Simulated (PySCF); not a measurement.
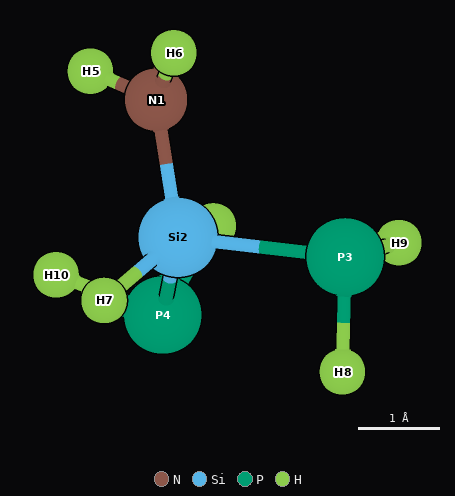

The structure (ball-and-stick view, seen at a tilt; atoms are numbered from 1 in the order of the input). Bond lengths as drawn: H–N 1.01 to 1.02 Å, H–P 1.43 Å, H–Si 1.50 Å, N–Si 1.73 Å and P–Si 2.26 Å.

**What a change does: NMR shielding calculation on SiP2NH7**

System: SiP2NH7.
Method of run 1: GIAO PBE0/STO-3G NMR shielding, non-relativistic, gas phase (PySCF 2.14.0).

The geometry comes from this level: PBE0-D3(BJ)/def2-SVP. Text and figures count atoms from 1; the logs count them from 0 in places.

## The input, run 1
```
{"job": {"kind": "nmr", "xc": "PBE0", "basis": "STO-3G", "pop": true}, "charge": 0, "multiplicity": 1}
N     -0.541974    -1.230811     0.997154
Si    -0.223179    -0.304593    -0.430528
P      2.025760    -0.081035    -0.524755
P     -1.279026     1.695223    -0.349712
H     -1.496619    -1.341563     1.321617
H      0.000163    -2.071624     1.172236
H     -0.628527    -0.919464    -1.740918
H      1.978814     0.731952    -1.698379
H      2.062662     1.030577     0.372103
H     -2.575440     1.120834    -0.149671
H     -1.031437     1.848363     1.049845
```

The first line tells a small driver script what to run in PySCF; the rest is the geometry in Å.

Launched with:
```bash
OMP_NUM_THREADS=1 python <driver script> task.json out
```

Hardware: 1 CPU thread, shared host.

## Output (run 1)
```
coarse grid: 10280 points
cycle   1  E = -1018.9014659176  dE = -3.653e-01  |g| = 4.388e-01  |ddm| = 3.821e+00
cycle   2  E = -1018.9120092352  dE = -1.054e-02  |g| = 4.183e-01  |ddm| = 1.225e+00
cycle   3  E = -1018.9673808654  dE = -5.537e-02  |g| = 2.119e-02  |ddm| = 6.274e-01
cycle   4  E = -1018.9675627610  dE = -1.819e-04  |g| = 7.766e-03  |ddm| = 5.629e-02
cycle   5  E = -1018.9675873902  dE = -2.463e-05  |g| = 1.636e-03  |ddm| = 1.653e-02
cycle   6  E = -1018.9675885987  dE = -1.209e-06  |g| = 2.865e-04  |ddm| = 4.221e-03
final grid: 84376 points
cycle   7  E = -1018.9320941237  dE = -5.091e-06  |g| = 3.653e-03  |ddm| = 1.290e-02
cycle   8  E = -1018.9320949964  dE = -8.727e-07  |g| = 3.364e-03  |ddm| = 1.120e-02
cycle   9  E = -1018.9320988611  dE = -3.865e-06  |g| = 1.624e-04  |ddm| = 5.346e-03
cycle  10  E = -1018.9320988729  dE = -1.183e-08  |g| = 1.367e-05  |ddm| = 3.423e-04
cycle  11  E = -1018.9320988730  dE = -7.640e-11  |g| = 6.050e-06  |ddm| = 4.135e-05
converged SCF energy = -1018.9320988730

GIAO shielding tensors (ppm)
atom      isotropic    diamagn.    paramagn.     s11        s22        s33       span
  0 N      331.128     313.650      17.478    286.024    305.034    402.327    116.304
  1 Si     506.860     871.327    -364.467    432.231    513.453    574.896    142.665
  2 P      728.171     955.450    -227.278    691.120    717.910    775.484     84.365
  3 P      727.773     955.896    -228.122    699.577    714.784    768.959     69.382
  4 H       34.583      32.092       2.491     24.370     31.988     47.392     23.022
  5 H       34.224      31.421       2.803     23.728     31.540     47.405     23.677
  6 H       30.324      32.211      -1.887     26.860     27.114     36.997     10.138
  7 H       32.420      31.869       0.552     27.259     29.688     40.314     13.055
  8 H       32.394      32.920      -0.526     27.028     30.550     39.604     12.576
  9 H       32.465      32.248       0.218     27.350     29.831     40.216     12.866
 10 H       32.273      33.175      -0.901     27.044     30.198     39.577     12.533
```

Run 2 used a changed input.

## The two runs side by side

| quantity | run 1 | run 2 |
| --- | --- | --- |
| outcome | converged | converged |
| total energy (hartree) | −1018.932099 | −1030.560390 |
| HOMO (eV) | −3.58 | −7.10 |
| LUMO (eV) | 5.58 | 0.53 |
| dipole moment (D) | 1.34 | 2.33 |
| shielding of N1 (ppm) | 331.1 | 256.5 |
| shielding of Si2 (ppm) | 506.9 | 423.5 |
| shielding of P3 (ppm) | 728.2 | 623.4 |
| shielding of P4 (ppm) | 727.8 | 614.3 |
| shielding of H7 (ppm) | 30.3 | 27.1 |
| shielding of H9 (ppm) | 32.4 | 30.9 |
| shielding of H10 (ppm) | 32.5 | 30.6 |
| SCF iterations | 11 | 11 |
| basis functions | 39 | 62 |
| wall time (shared host) | 2.4 s | 4.5 s |

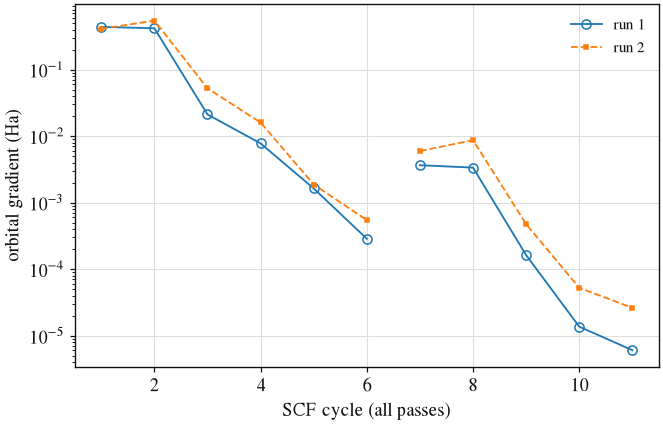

Convergence of the two runs: orbital gradient against the SCF cycle. A break in a curve parts two SCF passes (coarse and final grid). Run 1 takes 11 cycles in all, and run 2 takes 11.

What was changed in the input?

The change (lines with − go, lines with + come):
```diff
-"basis": "STO-3G"
+"basis": "6-31G"
```

The total energy of run 2 is 7296.9 kcal/mol lower, which measures the change of basis and not a stability. The HOMO goes from −3.58 to −7.10 eV. The LUMO goes from 5.58 to 0.53 eV. The dipole moment goes from 1.34 to 2.33 D. Of all shieldings, the largest change is that of P4, by −113.5 ppm. The number of SCF iterations is the same. The basis functions go from 39 to 62.

## Output (run 2)
```
coarse grid: 10280 points
cycle   1  E = -1030.5739654636  dE =  1.678e-01  |g| = 4.096e-01  |ddm| = 3.046e+00
cycle   2  E = -1030.5480104384  dE =  2.596e-02  |g| = 5.464e-01  |ddm| = 1.221e+00
cycle   3  E = -1030.6196124774  dE = -7.160e-02  |g| = 5.223e-02  |ddm| = 7.037e-01
cycle   4  E = -1030.6204614965  dE = -8.490e-04  |g| = 1.604e-02  |ddm| = 1.177e-01
cycle   5  E = -1030.6205589553  dE = -9.746e-05  |g| = 1.874e-03  |ddm| = 3.227e-02
cycle   6  E = -1030.6205606359  dE = -1.681e-06  |g| = 5.471e-04  |ddm| = 6.613e-03
final grid: 84376 points
cycle   7  E = -1030.5603802375  dE = -5.342e-06  |g| = 5.970e-03  |ddm| = 2.023e-02
cycle   8  E = -1030.5603711582  dE =  9.079e-06  |g| = 8.696e-03  |ddm| = 1.756e-02
cycle   9  E = -1030.5603895856  dE = -1.843e-05  |g| = 4.749e-04  |ddm| = 9.964e-03
cycle  10  E = -1030.5603896659  dE = -8.028e-08  |g| = 5.242e-05  |ddm| = 9.019e-04
cycle  11  E = -1030.5603896667  dE = -8.317e-10  |g| = 2.628e-05  |ddm| = 1.737e-04
converged SCF energy = -1030.5603896667

GIAO shielding tensors (ppm)
atom      isotropic    diamagn.    paramagn.     s11        s22        s33       span
  0 N      256.530     323.254     -66.724    215.724    260.011    293.856     78.132
  1 Si     423.539     879.488    -455.950    359.927    420.695    489.994    130.068
  2 P      623.369     967.032    -343.663    577.738    617.757    674.612     96.874
  3 P      614.291     967.244    -352.952    572.881    624.142    645.851     72.970
  4 H       33.359      31.030       2.329     24.744     29.855     45.480     20.736
  5 H       32.895      30.489       2.406     23.887     28.992     45.805     21.918
  6 H       27.118      29.070      -1.952     23.580     24.527     33.247      9.666
  7 H       31.007      30.310       0.698     26.238     28.028     38.756     12.519
  8 H       30.889      30.499       0.389     26.141     28.929     37.595     11.454
  9 H       30.618      30.764      -0.146     25.724     27.706     38.425     12.700
 10 H       30.816      30.549       0.267     26.296     28.359     37.792     11.496
```
